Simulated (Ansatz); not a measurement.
SiH₄O: saddle-point search

- system: SiH₄O
- method: RKS r2SCAN-D4/def2-mTZVP (Ansatz 0.2.0)

Figures and captions count atoms from 1; the log counts them from 0 in places.

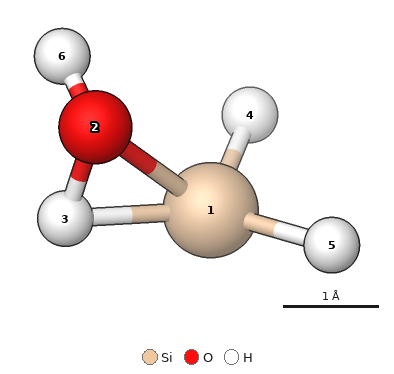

Figure 1. The starting structure (ball-and-stick view, seen at a tilt; atoms are numbered from 1 in the order of the input).

Input file
```yaml
crystal:
  periodic: [false, false, false]
  atoms:
    - {symbol: Si, position_ang: [-0.809466, 0.071325, -0.003942]}
    - {symbol: O, position_ang: [1.013228, -0.315019, -0.401467]}
    - {symbol: H, position_ang: [0.186071, -1.088003, -0.632754]}
    - {symbol: H, position_ang: [-0.856036, 0.407911, 1.413876]}
    - {symbol: H, position_ang: [-1.180092, 1.380026, -0.797123]}
    - {symbol: H, position_ang: [1.479009, -0.522660, 0.348054]}
basis:
  gaussian: {orbitals: def2-mTZVP}
hamiltonian: {xc: r2scan, dispersion: d4}
saddle:
  f_tol: 0.05
  max_steps: 40
  mode_guess:
    - [-0.5057, 0.0227, 0.0600]
    - [-0.2067, -0.3901, -0.1045]
    - [0.6751, 0.2023, 0.0239]
    - [0.0605, 0.0974, 0.0108]
    - [0.0559, 0.0969, 0.0501]
    - [-0.0791, -0.0292, -0.0404]
```

Hardware: 2 threads of Arm Neoverse V1, 23 GiB of memory available, shared host.

Launch command:
```bash
ansatz run in.yaml --threads 2 --pin off --events-out ev --progress --plain --max-ram 4352MiB
```

Output
```
Functional definition: r2SCAN
  name "r2SCAN"
  cite "Furness, Kaplan, Ning, Perdew & Sun, J. Phys. Chem. Lett. 11, 8208 (2020) doi:10.1021/acs.jpclett.0c02405"
  cite "Furness, Kaplan, Ning, Perdew & Sun, J. Phys. Chem. Lett. 11, 9248 (2020) doi:10.1021/acs.jpclett.0c03077"
  parent r2scan
  parameter k0 = 0.174
  parameter k1 = 0.065
  parameter a1 = 4.9479
  exchange = r2scan_x(k0 = k0, k1 = k1, a1 = a1)
  correlation = r2scan_c
542 factors; their error is unknown
mean field evaluation 1: about -9981.3210 eV, gradient 5.4e1 eV
mean field evaluation 2: about -9958.0541 eV, gradient 1.2e2 eV
mean field evaluation 4: about -9985.7020 eV, gradient 7.9e0 eV
mean field evaluation 8: about -9985.9215 eV, gradient 1.1e-1 eV
mean field evaluation 16: about -9985.9215 eV, gradient 4.8e-6 eV
mean field -9985.92152281 eV, -366.9758472627 hartree, gradient 4.8e-6 eV, S^2 0.000000; 0 other end points of the search recorded, 0 dependent functions left out
the calculation of the forces begins
reference -9985.92153295 eV, -366.9758476352 hartree; 13, 13 occupied and 45, 45 virtual orbitals, 542 factors
these checks for a lower state are left out or cut short: stability, starts, cluster_reference, orbital_swaps, neighbouring_geometries, increment
542 factors; their error is unknown
mean field -9985.92736650 eV, -366.9760620140 hartree, gradient 9.1e-7 eV, S^2 0.000000; 0 other end points of the search recorded, 0 dependent functions left out
[... from here on the field's lines of each further geometry are left out, up to the last ...]
saddle step   1: F+E_penalty+E_count = -9985.93599941 eV  max|allowed force component| = 3.434e0 eV/Å  curvature = -10.2602 eV/Å²  mode residual = 4.27e0 eV/Å²  Δτ_max = 0.0000 Å  (1 rotations, 3 force calls, 66 SCF iters)  cluster: 3 rotations left out, max|force component along them| = 1.257e-8 eV/Å
saddle step   2: F+E_penalty+E_count = -9986.21023601 eV  max|allowed force component| = 6.024e-1 eV/Å  curvature = -13.6370 eV/Å²  mode residual = 1.68e0 eV/Å²  Δτ_max = 0.0764 Å  (1 rotations, 3 force calls, 68 SCF iters)  cluster: 3 rotations left out, max|force component along them| = 5.838e-8 eV/Å
saddle step   3: F+E_penalty+E_count = -9986.21419897 eV  max|allowed force component| = 2.482e-1 eV/Å  curvature = -14.7138 eV/Å²  mode residual = 1.23e0 eV/Å²  Δτ_max = 0.0388 Å  (1 rotations, 3 force calls, 69 SCF iters)  cluster: 3 rotations left out, max|force component along them| = 2.061e-8 eV/Å
saddle step   4: F+E_penalty+E_count = -9986.21795323 eV  max|allowed force component| = 9.356e-2 eV/Å  curvature = -15.0069 eV/Å²  mode residual = 6.94e-1 eV/Å²  Δτ_max = 0.0115 Å  (1 rotations, 3 force calls, 68 SCF iters)  cluster: 3 rotations left out, max|force component along them| = 3.104e-8 eV/Å
saddle search: the force at step 5 is within saddle.f_tol, and the search now checks the order of the point unasked, as it does wherever a lone molecule whose rigid rotations it leaves out would converge (saddle.isolated_cluster): at most 100 rotations across the mode and 202 force calls, two more next to a line or behind a second negative curvature, two more where it reads a positive, two for each turn that reads one and six more at each negative that it reads, and up to 22 at one that stands (24 where saddle.amplitude is under 0.005 Å), over each length that the point is read over (saddle.order_check: false declines the check)
saddle search: the rotation starts from a random direction (saddle.seed = 0)
the calculation of the forces begins
reference -9986.20429325 eV, -366.9862388846 hartree; 13, 13 occupied and 45, 45 virtual orbitals, 542 factors
542 factors; their error is unknown
mean field evaluation 416: about -9986.2043 eV, gradient 5.7e-6 eV
mean field -9986.20427238 eV, -366.9862381175 hartree, gradient 1.3e-5 eV, S^2 0.000000; 1 other end points of the search recorded, 0 dependent functions left out
the calculation of the forces begins
reference -9986.20428243 eV, -366.9862384870 hartree; 13, 13 occupied and 45, 45 virtual orbitals, 542 factors
saddle step   5: F+E_penalty+E_count = -9986.21873064 eV  max|allowed force component| = 2.751e-2 eV/Å  curvature = -15.0107 eV/Å² (error put at 0.0093; -15.0199 at half of saddle.amplitude)  mode residual = 4.91e-1 eV/Å²  Δτ_max = 0.0069 Å  (1 rotations, 44 force calls, 912 SCF iters)  order check (unasked): positive, curvature across the mode = +0.7634 eV/Å²; +0.5443 less its residual, +0.5432 less it at half of saddle.amplitude; error put at 0.0011 (33 force calls)  cluster: 3 rotations left out, max|force component along them| = 4.492e-8 eV/Å
```

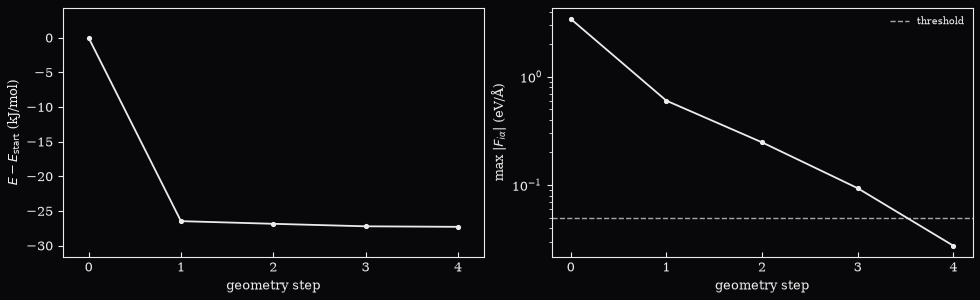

Figure 2. Progress of the saddle-point search, step by step (the first geometry is step 0 here and step 1 in the log).

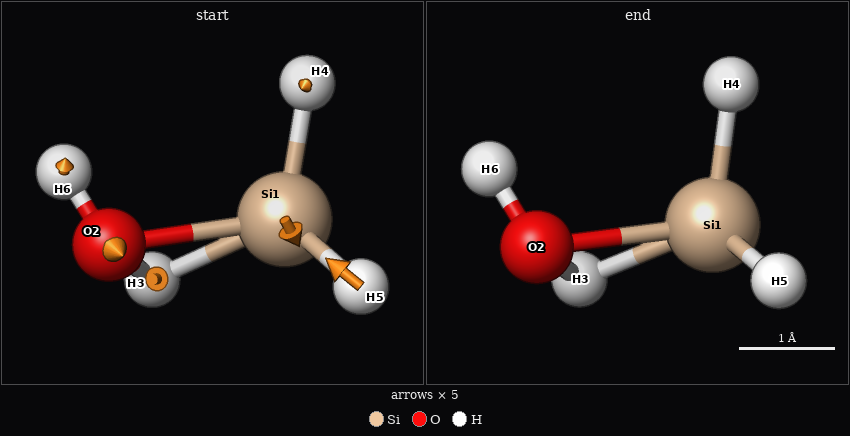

Figure 3. Before (left) and after (right) the saddle-point search, at one scale (ball-and-stick view, seen at a tilt). The orange arrows give the displacements, magnified 5 times. Over 4 geometry steps the energy falls by 27.3 kJ/mol. Largest force component: 3.4 eV/Å at the start, 0.028 eV/Å at the end. The atom that moves furthest after the best rigid fit is H5 (0.098 Å). By element the largest moves are H 0.098 Å, O 0.080 Å, Si 0.079 Å. Distances before and after: O2–H3 1.156 → 1.264 Å, Si1–H5 1.575 → 1.498 Å, O2–H6 0.907 → 0.973 Å, Si1–H4 1.458 → 1.503 Å. Among the angles that change: H3–O2–H6 112.3° → 106.0°, O2–Si1–H5 106.8° → 101.5°, O2–Si1–H4 106.3° → 102.2°. (Atoms are counted from 1 in the order of the input.)

```
Total energy: -9986.21874069 eV, -366.9867698183 hartree
Atom 0 at    -0.859619     0.040441    -0.056051 Å, force    -0.013874    -0.004793     0.016838 eV/Å
Atom 1 at     1.009416    -0.241368    -0.432215 Å, force     0.027510    -0.004382     0.008892 eV/Å
Atom 2 at     0.139928    -1.139103    -0.619660 Å, force     0.006429     0.001201     0.001624 eV/Å
Atom 3 at    -0.837744     0.419611     1.398190 Å, force     0.008615    -0.004579    -0.005621 eV/Å
Atom 4 at    -1.107318     1.349960    -0.739478 Å, force    -0.007844     0.012926    -0.010719 eV/Å
Atom 5 at     1.488050    -0.495961     0.375858 Å, force    -0.020836    -0.000372    -0.011013 eV/Å
Dipole moment:     0.222623    -0.090414     0.237472 e Å
```

Trajectory as extended XYZ (Å, eV, eV/Å), 5 frames, from step=1 to step=5
```
6
Properties=species:S:1:pos:R:3:forces:R:3 step=1 energy=-9985.93600
Si   -0.8095    0.0713   -0.0039   -1.6264   0.3725  -1.4386
O     1.0132   -0.3150   -0.4015   -1.5075   1.7324  -3.4337
H     0.1861   -1.0880   -0.6328    0.1983  -0.7218   0.0561
H    -0.8560    0.4079    1.4139    0.2857   0.4395   0.7231
H    -1.1801    1.3800   -0.7971    0.5624  -0.6382   0.7379
H     1.4790   -0.5227    0.3481    2.0875  -1.1844   3.3552
6
Properties=species:S:1:pos:R:3:forces:R:3 step=2 energy=-9986.21024
Si   -0.8602    0.0403   -0.0450   -0.6024   0.3109  -0.5031
O     0.9932   -0.2499   -0.4330    0.2121  -0.2737   0.1080
H     0.1751   -1.1387   -0.6045    0.2299   0.0973  -0.0796
H    -0.8409    0.4178    1.3887    0.0903   0.1560   0.3379
H    -1.1235    1.3760   -0.7460    0.1379  -0.3863   0.2495
H     1.4890   -0.5119    0.3665   -0.0678   0.0958  -0.1127
6
Properties=species:S:1:pos:R:3:forces:R:3 step=3 energy=-9986.21420
Si   -0.8638    0.0409   -0.0496   -0.1058   0.0924  -0.2482
O     0.9993   -0.2461   -0.4227    0.2079  -0.0881   0.1064
H     0.1434   -1.1401   -0.6269    0.0716   0.0540   0.0782
H    -0.8340    0.4181    1.3946   -0.0034   0.0555   0.1528
H    -1.1144    1.3588   -0.7471    0.0454  -0.1559   0.1216
H     1.5022   -0.4979    0.3783   -0.2157   0.0421  -0.2108
6
Properties=species:S:1:pos:R:3:forces:R:3 step=4 energy=-9986.21795
Si   -0.8622    0.0411   -0.0543    0.0249  -0.0130  -0.0642
O     1.0051   -0.2397   -0.4287    0.0889  -0.0528   0.0479
H     0.1388   -1.1428   -0.6203   -0.0078   0.0546   0.0285
H    -0.8379    0.4174    1.3972   -0.0048   0.0146   0.0436
H    -1.1060    1.3527   -0.7420   -0.0076  -0.0286   0.0224
H     1.4948   -0.4952    0.3748   -0.0936   0.0251  -0.0782
6
Properties=species:S:1:pos:R:3:forces:R:3 step=5 energy=-9986.21873
Si   -0.8596    0.0404   -0.0561   -0.0139  -0.0048   0.0168
O     1.0094   -0.2414   -0.4322    0.0275  -0.0044   0.0089
H     0.1399   -1.1391   -0.6197    0.0064   0.0012   0.0016
H    -0.8377    0.4196    1.3982    0.0086  -0.0046  -0.0056
H    -1.1073    1.3500   -0.7395   -0.0078   0.0129  -0.0107
H     1.4881   -0.4960    0.3759   -0.0208  -0.0004  -0.0110
```

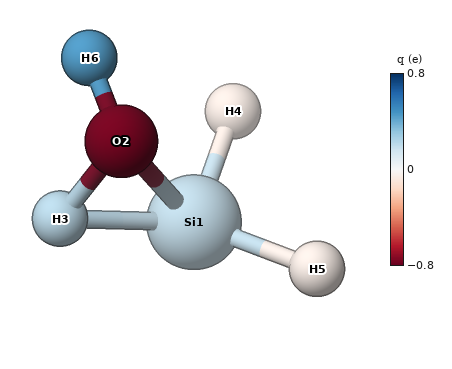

Figure 4. Mulliken charges, as the colour of each atom (ball-and-stick view, seen at a tilt; atoms are numbered from 1 in the order of the input). By element: Si +0.22, O −0.76 and H −0.08 to +0.46 e.

Results in brief

- outcome: converged
- total energy: −9986.2187 eV
- mean-field energy: −9986.2043 eV
- dispersion energy: −0.0145 eV
- largest force (length of the vector) at the end: 0.029 eV/Å
- dipole moment: 1.62 D
- wall time: 40 s (CPU time 75 s)
- peak memory: 0.32 GiB
